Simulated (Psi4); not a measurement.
# MP2/def2-TZVPP run of CH3F (fluoromethane)

Aim: the energy change on altering one bond length of CH3F (fluoromethane) at MP2/def2-TZVPP, from 2 runs. 

Program for the calculation: Psi4 1.11.

4 further runs of the same task are left out: 2 that didn't finish, 2 set aside as unsound or not needed.

## Step 1: Starting point

CH3F has 5 atoms, charge 0, and is taken as a singlet. SMILES: `CF`. The coordinates come from a PBE0-D4/def2-TZVP relaxation.

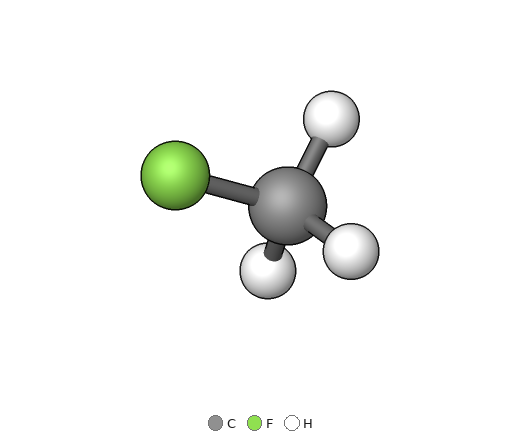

Viewed from a chosen angle; carbon grey, fluorine green, hydrogen white.

## Step 2: A single-point energy at MP2/def2-TZVPP

Contents of ch3f.xyz:

```xyz
5
CH3F
C     -0.050700     0.032900     0.007800
F      1.094100    -0.710500    -0.168600
H     -0.918700    -0.626900    -0.058000
H     -0.104800     0.796000    -0.772000
H     -0.019800     0.508500     0.990700
```

Contents of run_ase.py:

```python
import numpy as np
from ase.calculators.psi4 import Psi4
from ase.io import read

atoms = read('ch3f.xyz')
calc = Psi4(atoms=atoms, method='mp2', basis='def2-TZVPP', memory='1600MB', num_threads=1, charge=0, multiplicity=1, label='psi4-calc')
calc.psi4.set_options({'puream': True, 'e_convergence': 1e-09, 'd_convergence': 1e-08, 'scf_type': 'pk', 'num_frozen_docc': 2, 'mp2_type': 'conv'})
atoms.calc = calc

print(f'energy: {atoms.get_potential_energy():.6f} eV')
```

Run with:

```bash
$ python run_ase.py
```

psi4-calc.dat:

```text
[...]
  Running in c1 symmetry.
[...]
  Nuclear repulsion =   37.451250055602642
[...]
  Multiplicity = 1
[...]
  Nalpha       = 9
  Nbeta        = 9
[...]
    Number of basis functions: 104
[...]
   @RHF iter   1:  -139.06780079262222   -5.90910e-01   2.51184e-03 DIIS/ADIIS
[...]
   @RHF iter  10:  -139.10221796260208   -4.46221e-12   3.02664e-09 DIIS
[...]
    Orbital Energies [Eh]
    ---------------------
    Doubly Occupied:
       1A    -26.274194     2A    -11.304706     3A     -1.587138
       4A     -0.952956     5A     -0.695917     6A     -0.695903
       7A     -0.675648     8A     -0.528588     9A     -0.528563
[...]
  @RHF Final Energy:  -139.10221796260208
   => Energetics <=
    Nuclear Repulsion Energy =             37.4512500556026424
    One-Electron Energy =                -266.6197124229185533
    Two-Electron Energy =                  90.0662444047138280
    Total Energy =                       -139.1022179626020829
[...]
 Multipole Moments:
 ------------------------------------------------------------------------------------
     Multipole            Electronic (a.u.)      Nuclear  (a.u.)        Total (a.u.)
 ------------------------------------------------------------------------------------
 L = 1.  Multiply by 2.5417464519 to convert [e a0] to [Debye]
 Dipole X            :          2.4000561           -3.0609235           -0.6608674
 Dipole Y            :         -1.5587110            1.9878344            0.4291234
 Dipole Z            :         -0.3697993            0.4716312            0.1018319
 Magnitude           :                                                    0.7945202
[...]
	SCS-MP2 Total Energy (a.u.)        :  -139.53315359712832
	SOS-MP2 Total Energy (a.u.)        :  -139.49945891041835
	SCSN-MP2 Total Energy (a.u.)       :  -139.28012590843076
[...]
	SOS-PI-MP2 Total Energy (a.u.)     :  -139.56566573505441
[...]
	MP2 Total Energy (a.u.)            :  -139.53433614591222
[...]
```

On the terminal:

```text
energy: -3796.922685 eV
```

Wall time 5.4 s (1 thread of Intel Xeon 6975P-C (Granite Rapids), shared host); peak memory 0.67 GiB.

## Step 3: The distorted shape, same level

Contents of ch3f.json:

```json
{
  "schema_name": "qcschema_input",
  "schema_version": 1,
  "molecule": {
    "schema_name": "qcschema_molecule",
    "schema_version": 2,
    "symbols": ["C", "F", "H", "H", "H"],
    "geometry": [-0.06514075, -0.37041845, 0.45679594, 2.09821772, -1.77524085, 0.12344825, -1.70542303, -1.61725974, 0.33245196, -0.1980433, 1.504222, -1.45886857, -0.00674821, 0.5283353, 2.31420775],
    "molecular_charge": 0,
    "molecular_multiplicity": 1,
    "fix_symmetry": "c1",
    "fix_com": true,
    "fix_orientation": true
  },
  "driver": "energy",
  "model": {
    "method": "mp2",
    "basis": "def2-TZVPP"
  },
  "keywords": {
    "puream": true,
    "e_convergence": 1e-09,
    "d_convergence": 1e-08,
    "scf_type": "pk",
    "num_frozen_docc": 2,
    "mp2_type": "conv"
  }
}
```

Run with:

```bash
$ psi4 --qcschema ch3f.json -n 1 --memory 1600MB
```

stdout:

```text
[...]
  Running in c1 symmetry.
[...]
  Nuclear repulsion =   36.431437632319401
[...]
  Multiplicity = 1
[...]
  Nalpha       = 9
  Nbeta        = 9
[...]
    Number of basis functions: 104
[...]
   @RHF iter   1:  -139.02203130040760   -6.93003e-01   2.50821e-03 DIIS/ADIIS
[...]
   @RHF iter  10:  -139.05863687764861   -1.23634e-11   8.57018e-09 DIIS
[...]
    Orbital Energies [Eh]
    ---------------------
    Doubly Occupied:
       1A    -26.284974     2A    -11.341593     3A     -1.595721
       4A     -0.936097     5A     -0.704744     6A     -0.691165
       7A     -0.668991     8A     -0.536945     9A     -0.476187
[...]
  @RHF Final Energy:  -139.05863687764861
   => Energetics <=
    Nuclear Repulsion Energy =             36.4314376323194011
    One-Electron Energy =                -264.5073149748584456
    Two-Electron Energy =                  89.0172404648904632
    Total Energy =                       -139.0586368776486097
[...]
 Multipole Moments:
 ------------------------------------------------------------------------------------
     Multipole            Electronic (a.u.)      Nuclear  (a.u.)        Total (a.u.)
 ------------------------------------------------------------------------------------
 L = 1.  Multiply by 2.5417464519 to convert [e a0] to [Debye]
 Dipole X            :        -17.2185121           16.5829004           -0.6356116
 Dipole Y            :         18.0994615          -17.7843808            0.3150807
 Dipole Z            :         -4.8359364            5.0396010            0.2036646
 Magnitude           :                                                    0.7380767
[...]
	SCS-MP2 Total Energy (a.u.)        :  -139.49410277712349
	SOS-MP2 Total Energy (a.u.)        :  -139.46031953519929
	SCSN-MP2 Total Energy (a.u.)       :  -139.23701239500843
[...]
	SOS-PI-MP2 Total Energy (a.u.)     :  -139.52726664479107
[...]
	MP2 Total Energy (a.u.)            :  -139.49472215138013
[...]
```

The result, in JSON:

```text
{
 "driver": "energy",
 "model": {
  "method": "mp2",
  "basis": "def2-TZVPP"
 },
 "success": true,
 "return_result": -139.49472215138013,
 "properties": {
  "calcinfo_nbasis": 104,
  "calcinfo_nmo": 104,
  "calcinfo_nalpha": 9,
  "calcinfo_nbeta": 9,
  "calcinfo_natom": 5,
  "nuclear_repulsion_energy": 36.4314376323194,
  "return_energy": -139.49472215138013,
  "scf_one_electron_energy": -264.50731497485845,
  "scf_two_electron_energy": 89.01724046489046,
  "scf_dipole_moment": [-0.6356116491892365, 0.315080699672162, 0.20366458551914768],
  "scf_total_energy": -139.0586368776486,
  "scf_iterations": 10,
  "mp2_same_spin_correlation_energy": -0.1013497257726169,
  "mp2_opposite_spin_correlation_energy": -0.33473554795889165,
  "mp2_singles_energy": 0.0,
  "mp2_doubles_energy": -0.43608527373150857,
  "mp2_correlation_energy": -0.4360852737315213,
  "mp2_total_energy": -139.49472215138013
 }
}
```

Wall time 6.6 s (1 thread of Intel Xeon 6975P-C (Granite Rapids), shared host); peak memory 0.66 GiB.

## Step 4: Outcome

At MP2/def2-TZVPP, 2 core orbitals frozen:

```
                                                         quantity          value
                                        first shape: total energy  -139.53434 Eh
                 first shape: HOMO energy (Hartree–Fock orbitals)      -14.38 eV
                 first shape: LUMO energy (Hartree–Fock orbitals)        4.19 eV
               first shape: HOMO–LUMO gap (Hartree–Fock orbitals)       18.57 eV
         first shape: correlation energy (2 core orbitals frozen)     -432.1 mEh
                                    distorted shape: total energy  -139.49472 Eh
             distorted shape: HOMO energy (Hartree–Fock orbitals)      -12.96 eV
             distorted shape: LUMO energy (Hartree–Fock orbitals)        3.68 eV
           distorted shape: HOMO–LUMO gap (Hartree–Fock orbitals)       16.63 eV
     distorted shape: correlation energy (2 core orbitals frozen)     -436.1 mEh
energy change with the C1–H4 bond stretched from 1.092 to 1.420 Å       1.078 eV
```

**Reading.** With the C1–H4 bond stretched from 1.092 to 1.420 Å the energy rises by 1.08 eV (25 kcal/mol). The first shape isn't relaxed at this level, so the change isn't measured from a minimum.
